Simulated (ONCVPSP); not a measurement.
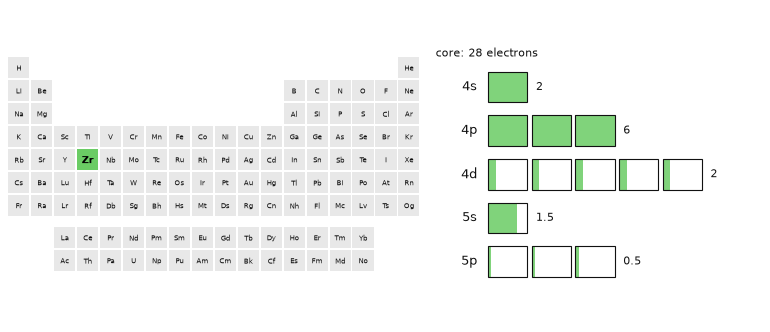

*Left, the place of zirconium in the periodic table; right, the valence shells of the reference configuration: a box for each of the 2l + 1 orbitals, shaded by the share of the shell that is filled, with the electron count at the right.*

# Pseudopotential generation, with input and output: Zr

Zirconium (Zr, Z = 40), core [Ar] 3d10, reference valence 4s2 4p6 4d2 5s1.5 5p0.5, valence charge 12. Computed at this level: ONCV potential, PBEsol, scalar-relativistic, made with ONCVPSP 4.0.1.

Summary:

- outcome: generated
- cutoffs needed: 13 Ha and 16 Ha (the cutoffs at which the residual kinetic energy of the hardest occupied pseudo-wave falls to 1 and 0.1 mHa per electron)
- ghost test: no bound ghost flagged; no localised positive-energy state flagged (flags above 300 eV left out)
- configuration tests: 1 of 4 tests not solved
- rms error of d²Exc/dni dnj: 2.55 mHa without and 0.64 mHa with the model core
- largest excitation error among the tests solved: -7.6 meV (all-electron minus pseudo) for 4s2 4p6 4d2 5s0 5p0
- range over which the phases arctan(r R′/R) at the test radius agree within 0.05 rad (a looser test near the poles than one of phase shifts): s: up to about 4.6 Ha; p: up to about 1.3 Ha; d: up to about 2.3 Ha; f: not judged, local potential alone
- hardware: 1 CPU thread, shared host
- wall time: 3.8 s

Remarks:

Warnings of the program, in the generation or the tests: psatom: WARNING lschvkbb convergence error n,l,iter= 3 1 3.

Input file:
```
# ATOM AND REFERENCE CONFIGURATION
# atsym  z   nc   nv     iexc    psfile
  Zr 40.00    6    5  -116133      upf
#
#   n    l    f
    1    0    2.00
    2    0    2.00
    2    1    6.00
    3    0    2.00
    3    1    6.00
    3    2   10.00
    4    0    2.00
    4    1    6.00
    4    2    2.00
    5    0    1.50
    5    1    0.50
#
# PSEUDOPOTENTIAL AND OPTIMIZATION
# lmax
    2
#
#   l,   rc,      ep,       ncon, nbas, qcut
    0    2.30    0.00    4    7    5.90
    1    1.95    0.00    4    8    6.20
    2    1.95    0.00    3    7    5.80
#
# LOCAL POTENTIAL
# lloc, lpopt,  rc(5),   dvloc0
    2    5    1.95    0.00
#
# VANDERBILT-KLEINMAN-BYLANDER PROJECTORs
# l, nproj, debl
    0    2    2.20
    1    2    0.60
    2    0    2.20
#
# MODEL CORE CHARGE
# icmod, fcfact, rcfact
    3    4.75    1.05
#
# LOG DERIVATIVE ANALYSIS
# epsh1, epsh2, depsh
   -4.00    5.00    0.02
#
# OUTPUT GRID
# rlmax, drl
    6.00    0.01
#
# TEST CONFIGURATIONS
# ncnf
    4
# nvcnf
#   n    l    f
    5
    4    0    2.00
    4    1    6.00
    4    2    2.00
    5    0    2.00
    5    1    0.00
#
    5
    4    0    2.00
    4    1    6.00
    4    2    2.00
    5    0    1.00
    5    1    0.00
#
    5
    4    0    2.00
    4    1    6.00
    4    2    2.00
    5    0    0.00
    5    1    0.00
#
    5
    4    0    2.00
    4    1    6.00
    4    2    0.00
    5    0    0.00
    5    1    0.00
#
```

Launched with:
```bash
oncvpsp.x < Zr.dat > Zr.out
```

Output (extracts):
```
ONCVPSP  (Optimized Norm-Conservinng Vanderbilt PSeudopotential)
scalar-relativistic version 4.0.1

#   n    l    f        energy (Ha)
    1    0    2.00    -6.5465331E+02
    2    0    2.00    -9.0733517E+01
    2    1    6.00    -8.0932054E+01
    3    0    2.00    -1.4878886E+01
    3    1    6.00    -1.1686662E+01
    3    2   10.00    -6.4432418E+00
    4    0    2.00    -2.0245304E+00
    4    1    6.00    -1.2149648E+00
    4    2    2.00    -1.5258314E-01
    5    0    1.50    -1.7789240E-01
    5    1    0.50    -6.4897321E-02

Reference configufation results
  iterations    23
  all-electron total energy (Ha)   -3.59642706D+03

Begin loop to  construct optimized pseudo wave functions
and semi-local pseudopoentials for all angular momenta

Calculating optimized projector #   1

 for l=   0

    Fraction of norm inside rc  0.983339
    Optimizing pswf for qcut=   5.90 a_B^-1,  ecut=  17.41 Ha
    Residual kinetic energy error=  1.23D-07 Ha

    Energy error per electron        Cutoff
         Ha          eV             Ha
         0.01000     0.27211        3.65
         0.00100     0.02721        8.88
         0.00010     0.00272       11.93
         0.00001     0.00027       14.00

Calculating optimized projector #   2

 for l=   0

    Fraction of norm inside rc  0.118168
    Optimizing pswf for qcut=   5.90 a_B^-1,  ecut=  17.41 Ha
    Residual kinetic energy error=  7.27D-07 Ha

    Energy error per electron        Cutoff
         Ha          eV             Ha
         0.01000     0.27211        3.05
         0.00100     0.02721        9.05
         0.00010     0.00272       12.71
         0.00001     0.00027       15.12

Calculating optimized projector #   1

 for l=   1

    Fraction of norm inside rc  0.876004
    Optimizing pswf for qcut=   6.20 a_B^-1,  ecut=  19.25 Ha
    Residual kinetic energy error=  2.31D-06 Ha

    Energy error per electron        Cutoff
         Ha          eV             Ha
         0.01000     0.27211        7.51
         0.00100     0.02721        9.66
         0.00010     0.00272       11.37
         0.00001     0.00027       15.43

Calculating optimized projector #   2

 for l=   1

    Fraction of norm inside rc  0.028173
    Optimizing pswf for qcut=   6.20 a_B^-1,  ecut=  19.25 Ha
    Residual kinetic energy error=  1.26D-06 Ha

    Energy error per electron        Cutoff
         Ha          eV             Ha
         0.01000     0.27211        4.99
         0.00100     0.02721        7.56
         0.00010     0.00272        9.61
         0.00001     0.00027       13.25

Calculating optimized projector #   1

 for l=   2

    Fraction of norm inside rc  0.466236
    Optimizing pswf for qcut=   5.80 a_B^-1,  ecut=  16.80 Ha
    Residual kinetic energy error=  3.83D-05 Ha

    Energy error per electron        Cutoff
         Ha          eV             Ha
         0.01000     0.27211        9.94
         0.00100     0.02721       13.05
         0.00010     0.00272       15.85
         0.00001     0.00027       34.17

Construct Vanderbilt / Kleinmman-Bylander projectors

B matrix Hermiticity error, ll=   0
   1   2    1.3785E-04

  Orthonormal projector coefficients  4.6775E+00  1.1319E+00

B matrix Hermiticity error, ll=   1
   1   2    5.5471E-05

  Orthonormal projector coefficients  3.0458E+01  6.6698E-01

Model core correction analysis
  based on d2Exc/dn_idn_j

d2excae - all-electron derivatives

   -3.339789D-02   -2.961600D-02   -1.406013D-02   -2.161837D-03
   -1.101485D-03
   -2.961626D-02   -2.821474D-02   -1.642598D-02   -2.991158D-03
   -1.188345D-03
   -1.406029D-02   -1.642592D-02   -1.956999D-02   -1.344847D-02
   -7.191094D-03
   -2.161759D-03   -2.990835D-03   -1.344444D-02   -2.617363D-02
   -2.108068D-02
   -1.101538D-03   -1.188338D-03   -7.186027D-03   -2.107189D-02
   -2.672923D-02

d2excps - pseudofunction derivatives with no core correction

   -4.429275D-02   -3.333982D-02   -1.428960D-02   -3.294480D-03
   -1.413212D-03
   -3.334041D-02   -3.142400D-02   -1.743014D-02   -3.340269D-03
   -1.390775D-03
   -1.428973D-02   -1.743010D-02   -2.010471D-02   -1.346957D-02
   -7.238884D-03
   -3.295145D-03   -3.339977D-03   -1.346555D-02   -2.626872D-02
   -2.110268D-02
   -1.413315D-03   -1.390783D-03   -7.233818D-03   -2.109388D-02
   -2.674078D-02

rms 2nd derivative error    2.547506E-03

rmatch, rhocmatch    0.8344    7.7969

Teter function model core charge with specified parameters

d2excps - pseudofunction derivatives with core correction

   -3.530003D-02   -3.027666D-02   -1.384944D-02   -2.474866D-03
   -1.217065D-03
   -3.027676D-02   -3.015815D-02   -1.727947D-02   -3.058308D-03
   -1.306469D-03
   -1.384953D-02   -1.727945D-02   -2.011517D-02   -1.342375D-02
   -7.226180D-03
   -2.474806D-03   -3.057994D-03   -1.341973D-02   -2.619493D-02
   -2.108512D-02
   -1.217124D-03   -1.306475D-03   -7.221114D-03   -2.107633D-02
   -2.673542D-02

rms 2nd derivative error    6.441912E-04

Pseudoatom total energy  -47.364447

Diagnostic tests using Vanderbilt-Kleinman-Bylander pseudopotentials
  1 or more projectors used as specified by nproj input data

   l    rcore       rmatch      e in        delta e   norm test  slope test

   0   2.3068371   2.3768777  -2.0245304   0.0000010   1.0001121   1.0000982
   0   2.3068371   2.3768777  -0.1778924   0.0000007   1.0000180   1.0000141

   1   1.9510728   2.0103116  -1.2149648   0.0000114   0.9999898   1.0000053
   1   1.9510728   2.0103116  -0.0648973   0.0000019   1.0000552   1.0000377

   2   1.9510728   2.0103116  -0.1525831  -0.0000089   0.9999881   0.9999011

 Testing for bound ghosts
   n   l    E NL Schr. Eq   E Basis Diag.   E Cutoff

   1   0       -2.024529       -2.024524     35.96
   2   0       -0.177892       -0.164525     35.96

   2   1       -1.214953       -1.214963     79.78
   3   1       -0.064895        0.034392     79.78

 Testing for highly-localized positive-energy ghosts
       l    <radius>/rc     E Basis Diag.   E Cutoff

       1        0.984053       31.395880     79.78  WARNING - GHOST(+)

       1        0.863871       43.672806     79.78  WARNING - GHOST(+)

Test configuration 0

   n   l     f        eae           eps        diff
   1   0  2.0000 -654.65331030
   2   0  2.0000  -90.73351707
   2   1  6.0000  -80.93205391
   3   0  2.0000  -14.87888629
   3   1  6.0000  -11.68666241
   3   2 10.0000   -6.44324180
   4   0  2.0000   -2.02453044   -2.02452941    1.02D-06
   4   1  6.0000   -1.21496477   -1.21495332    1.14D-05
   4   2  2.0000   -0.15258314   -0.15259203   -8.89D-06
   5   0  1.5000   -0.17789240   -0.17789168    7.12D-07
   5   1  0.5000   -0.06489732   -0.06489547    1.86D-06

    Total energies and differences
      AE_ref= -3.59642706D+03  AE_tst= -3.59642706D+03  dif=  0.00D+00
      PS_ref= -4.73644472D+01  PS_tst= -4.73644472D+01  dif= -1.42D-14
      PSP excitation error=  1.42D-14

Test configuration 1

   n   l     f        eae           eps        diff
   1   0  2.0000 -654.62977303
   2   0  2.0000  -90.71041093
   2   1  6.0000  -80.90894727
   3   0  2.0000  -14.85560601
   3   1  6.0000  -11.66339364
   3   2 10.0000   -6.42001378
   4   0  2.0000   -2.00121644   -2.00077391    4.43D-04
   4   1  6.0000   -1.19175203   -1.19161222    1.40D-04
   4   2  2.0000   -0.13272904   -0.13277510   -4.61D-05
   5   0  2.0000   -0.16408090   -0.16405571    2.52D-05

    Total energies and differences
      AE_ref= -3.59642706D+03  AE_tst= -3.59648296D+03  dif= -5.59D-02
      PS_ref= -4.73644472D+01  PS_tst= -4.74203480D+01  dif= -5.59D-02
      PSP excitation error= -3.61D-07

Test configuration 2

   n   l     f        eae           eps        diff
   1   0  2.0000 -654.87814714
   2   0  2.0000  -90.95640802
   2   1  6.0000  -81.15511000
   3   0  2.0000  -15.10182121
   3   1  6.0000  -11.90958401
   3   2 10.0000   -6.66603153
   4   0  2.0000   -2.24714957   -2.24793194   -7.82D-04
   4   1  6.0000   -1.43780692   -1.43806520   -2.58D-04
   4   2  2.0000   -0.36767050   -0.36764962    2.09D-05
   5   0  1.0000   -0.36662866   -0.36669087   -6.22D-05

    Total energies and differences
      AE_ref= -3.59642706D+03  AE_tst= -3.59621943D+03  dif=  2.08D-01
      PS_ref= -4.73644472D+01  PS_tst= -4.71567686D+01  dif=  2.08D-01
      PSP excitation error= -4.65D-05

Test configuration 3

   n   l     f        eae           eps        diff
   1   0  2.0000 -655.16951449
   2   0  2.0000  -91.24457876
   2   1  6.0000  -81.44349700
   3   0  2.0000  -15.38993070
   3   1  6.0000  -12.19764923
   3   2 10.0000   -6.95388116
   4   0  2.0000   -2.53305552   -2.53578501   -2.73D-03
   4   1  6.0000   -1.72273532   -1.72366325   -9.28D-04
   4   2  2.0000   -0.63451091   -0.63445518    5.57D-05

    Total energies and differences
      AE_ref= -3.59642706D+03  AE_tst= -3.59574500D+03  dif=  6.82D-01
      PS_ref= -4.73644472D+01  PS_tst= -4.66821073D+01  dif=  6.82D-01
      PSP excitation error= -2.80D-04

Test configuration 4

psatom: WARNING lschvkbb convergence error n,l,iter=   3   1   3
ea(ii),et,emin,emax -6.489547E-02 -7.138501E-02 -7.138501E-02 -7.138501E-02
run_config: WARNING for fully non-local PS atom, stg. 1
 WARNING no output for configuration 5
```

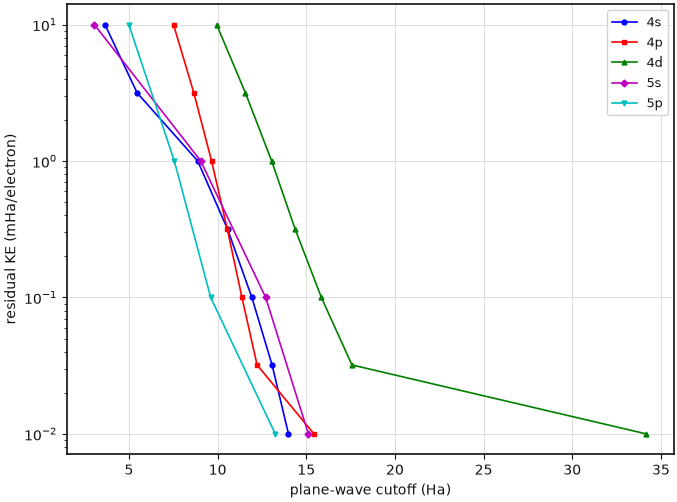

*Residual kinetic energy of the pseudo-waves (the first of each channel, and further valence shells) beyond the plane-wave cutoff, as the generator prints it.*

- Cutoffs for 1 mHa per electron: 4d: 13 Ha; 4p: 9.7 Ha; 5s: 9.1 Ha; 4s: 8.9 Ha; 5p: 7.6 Ha.
- Hardest wave at 1 mHa per electron: 4d, with rc = 1.95 bohr and qcut = 5.8 1/bohr. The optimisation minimises, but can't always remove, the kinetic energy above qcut²/2 = 16.8 Ha, and a larger rc would as a rule soften the wave at some cost in transferability.
- Cutoffs for the occupied states: 13 Ha for 1 mHa and 16 Ha for 0.1 mHa per electron. The first is set by 4d.

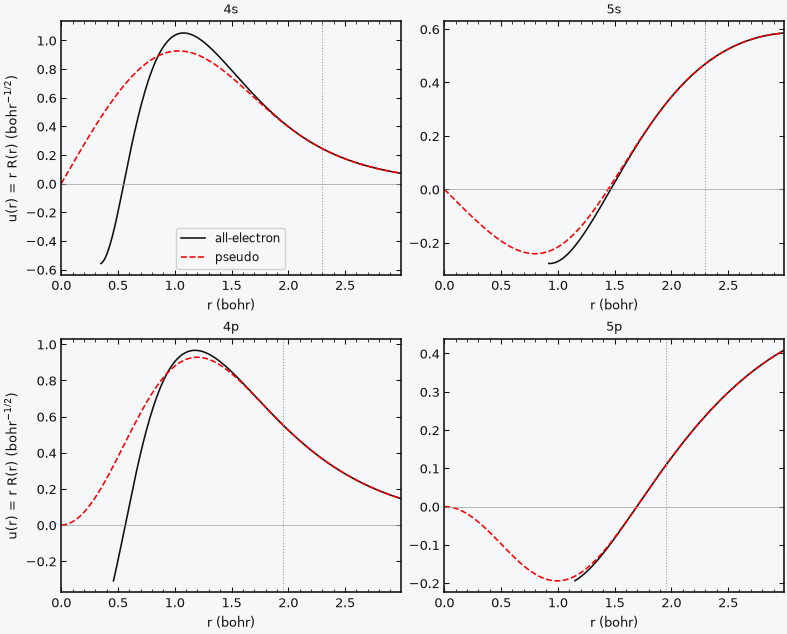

*Pseudo-waves (dashed) against the all-electron radial functions (solid). Dotted lines mark the matching radii. The innermost oscillations of some all-electron curves aren't drawn.*

Pseudo-waves: 4s has no node; 5s has a node at about 1.4 bohr; 4p has no node; 5p has a node at about 1.7 bohr. A node in 5s and 5p is expected, since a lower shell of the same l is also in the valence and the two must stay orthogonal.

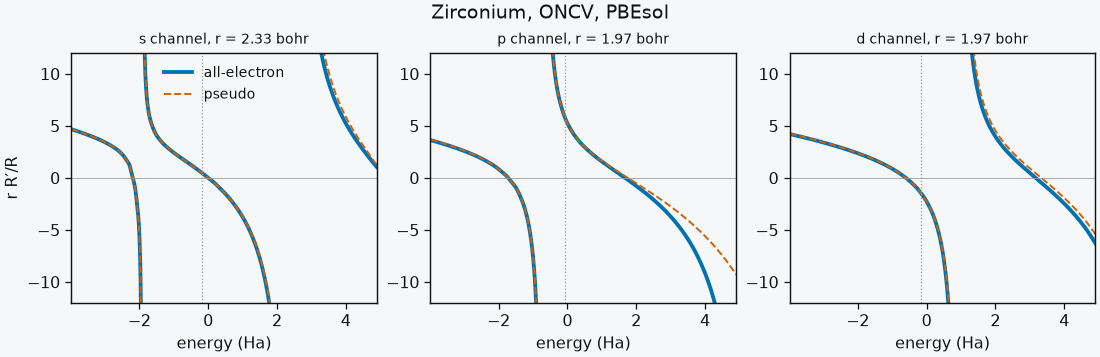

*Logarithmic derivatives r R′/R at the test radius against energy, all-electron atom (solid) and pseudo-atom (dashed). Here R(r) is the radial function. The dotted line marks the reference energy of the channel. Not drawn: f: not judged.*

- Ghost states: the plot shows none: pseudo and all-electron curves have the same branches in all channels drawn. The separate test gives: no bound ghost flagged; no localised positive-energy state flagged (flags above 300 eV left out).
- Poles, where the radial function vanishes at the test radius: s: all-electron at -1.9 and 2.5 Ha, pseudo at -1.9 and 2.5 Ha; p: all-electron at -0.7 Ha, pseudo at -0.7 Ha; d: all-electron at 0.9 Ha, pseudo at 1.0 Ha.

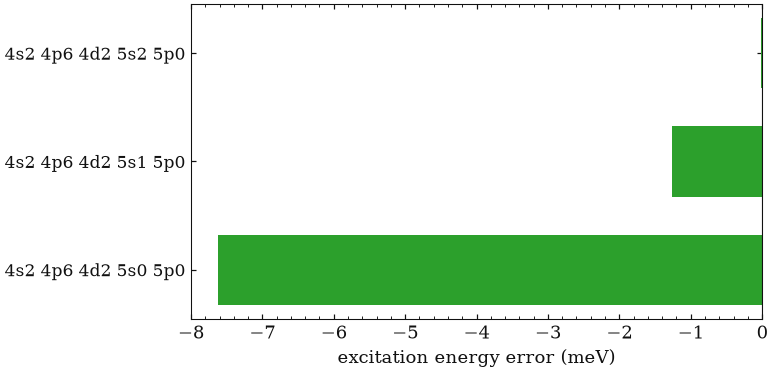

*Errors, all-electron minus pseudo, of the energies of valence configurations relative to the unpolarised reference 4s2 4p6 4d2 5s1.5 5p0.5. Not all tests gave a result: 1 of 4 tests not solved.*

- Worst configuration: 4s2 4p6 4d2 5s0 5p0 (charge +2): the error is -7.6 meV on an all-electron energy of +18.56 eV relative to the reference, or 0.041 %.
- Errors in meV: 4s2 4p6 4d2 5s2 5p0: 0.0; 4s2 4p6 4d2 5s1 5p0: -1.3; 4s2 4p6 4d2 5s0 5p0: -7.6.
- Configurations within 10 meV and within 50 meV: 3 and 3 of 3.
